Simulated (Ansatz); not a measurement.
# SiN₂H₅SF: single-point calculation

SiN₂H₅SF, computed with RKS PBE0-D4/def2-TZVPP (Ansatz 0.2.0).

The geometry is the product side of a reaction. The reaction was set up to form F2–H4 and to break Si1–F2 and S3–H4 (atoms counted from 1 in the order of the input); sticks are drawn by distance alone. The geometry comes from this level: PBE0-D4/def2-TZVP.

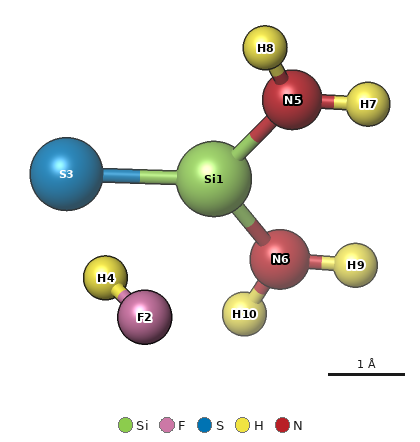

*The structure as given in the input (ball-and-stick view, seen at a tilt; atoms are numbered from 1 in the order of the input).*

Summary:

```json
{"quantity": "outcome", "value": "converged"}
{"quantity": "total energy", "value": "−24484.8019 eV"}
{"quantity": "mean-field energy", "value": "−24484.5963 eV"}
{"quantity": "dispersion energy", "value": "−0.2056 eV"}
{"quantity": "SCF solution under orbital rotations", "value": "stable"}
{"quantity": "HOMO", "value": "−7.16 eV"}
{"quantity": "LUMO", "value": "−0.32 eV"}
{"quantity": "hardware", "value": "4 threads of Arm Neoverse V1, 23 GiB of memory available, shared host"}
{"quantity": "wall time", "value": "2.9 s (CPU time 11 s)"}
{"quantity": "peak memory", "value": "0.62 GiB"}
```

Input:
```yaml
crystal:
  periodic: [false, false, false]
  atoms:
    - {symbol: Si, position_ang: [-0.332885, 0.049226, 0.454547]}
    - {symbol: F, position_ang: [2.563454, -0.927274, -0.050395]}
    - {symbol: S, position_ang: [0.442733, -0.505762, 2.165852]}
    - {symbol: H, position_ang: [2.083432, -0.881899, 0.760902]}
    - {symbol: N, position_ang: [-0.286119, 1.603292, -0.163621]}
    - {symbol: N, position_ang: [-1.205119, -0.942211, -0.572911]}
    - {symbol: H, position_ang: [-0.631926, 1.886247, -1.064406]}
    - {symbol: H, position_ang: [0.227951, 2.323095, 0.315529]}
    - {symbol: H, position_ang: [-1.557638, -0.682609, -1.478119]}
    - {symbol: H, position_ang: [-1.303783, -1.922005, -0.367377]}
basis:
  gaussian: {orbitals: def2-TZVPP}
hamiltonian: {xc: pbe0, dispersion: d4}
output: {orbitals: {seedname: orbitals}}
```

Launch command:
```bash
ansatz run in.yaml --threads 4 --pin off --events-out ev --progress --plain --max-ram 9574MiB
```

Log:
```
Functional definition: PBE0
  name "PBE0"
  cite "Adamo & Barone, J. Chem. Phys. 110, 6158 (1999) doi:10.1063/1.478522"
  cite "Perdew, Burke & Ernzerhof, Phys. Rev. Lett. 77, 3865 (1996) doi:10.1103/PhysRevLett.77.3865"
  parent pbe
  parameter a = 0.25
  parameter kappa = 0.804
  parameter beta = 0.06672455060314922
  exchange = (1 - a)*pbe_x(kappa = kappa, mu = beta*pi^2/3) + a*exact_x
  correlation = pbe_c(beta = beta)
1367 factors; their error is unknown
mean field evaluation 1: about -24472.7460 eV, gradient 8.3e1 eV
mean field evaluation 2: about -24461.6368 eV, gradient 1.1e2 eV
mean field evaluation 4: about -24484.4848 eV, gradient 5.2e0 eV
mean field evaluation 8: about -24484.5498 eV, gradient 4.3e-2 eV
mean field evaluation 16: about -24484.5963 eV, gradient 3.1e-5 eV
mean field -24484.59628724 eV, -899.7923173005 hartree, gradient 3.1e-5 eV, S^2 0.000000; 0 other end points of the search recorded, 0 dependent functions left out
reference -24484.59631606 eV, -899.7923183597 hartree; 29, 29 occupied and 218, 218 virtual orbitals, 1367 factors
Total energy: -24484.80189530 eV, -899.7998732574 hartree
```

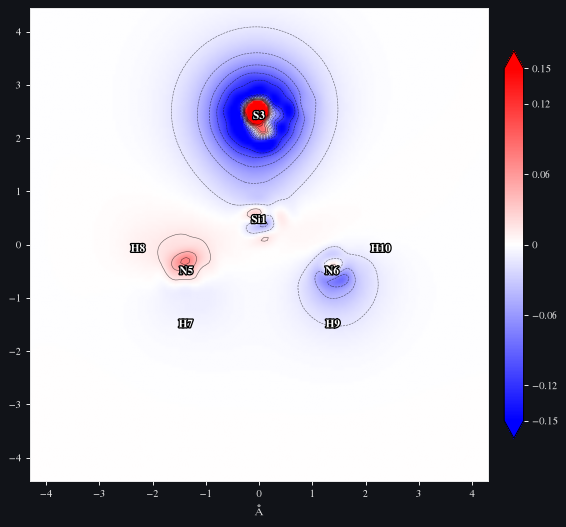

*The HOMO−1 on the plane of atoms Si1, N5 and H8 (values in Å⁻³ᐟ²; the overall sign is arbitrary).*

Its energy is −7.41 eV.

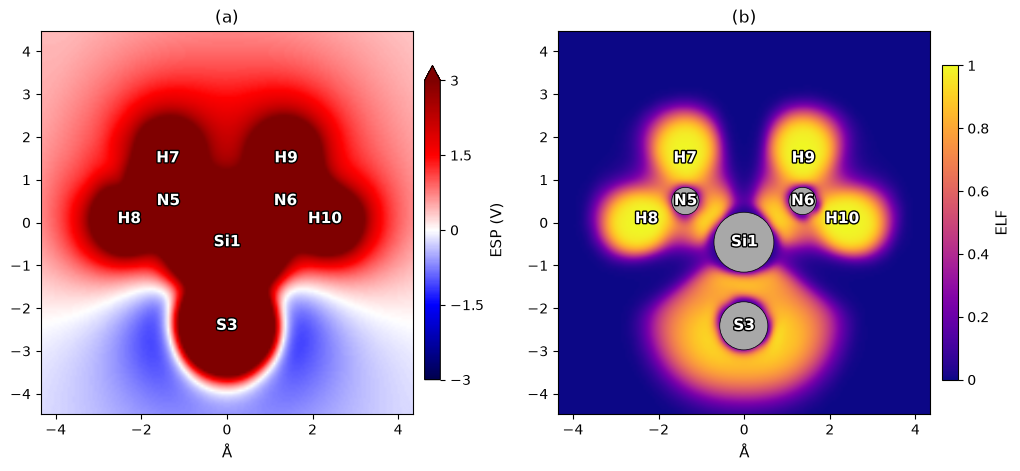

*(a) molecular electrostatic potential; (b) electron localisation function on the plane of atoms Si1, N6 and H10. Grey discs, where drawn, cover atomic cores.*

The section cuts through Si, S, N and H sites. Si–S (1.96 Å): the ELF peaks at about 0.85 between the atoms (a covalent bond).

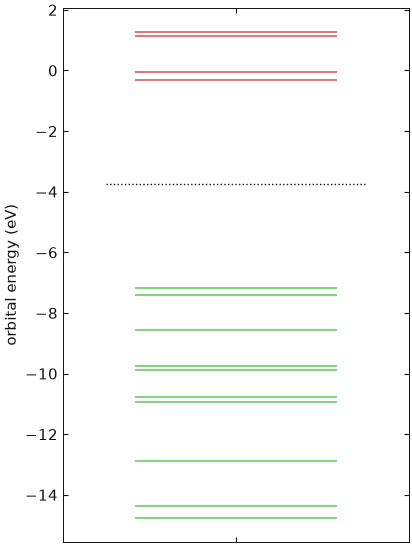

*Orbital energies near the frontier; the dotted line parts filled from empty levels, and levels within 0.02 eV of each other stand side by side.*

Highest filled −7.16 eV, lowest empty −0.32 eV, 6.84 eV apart.
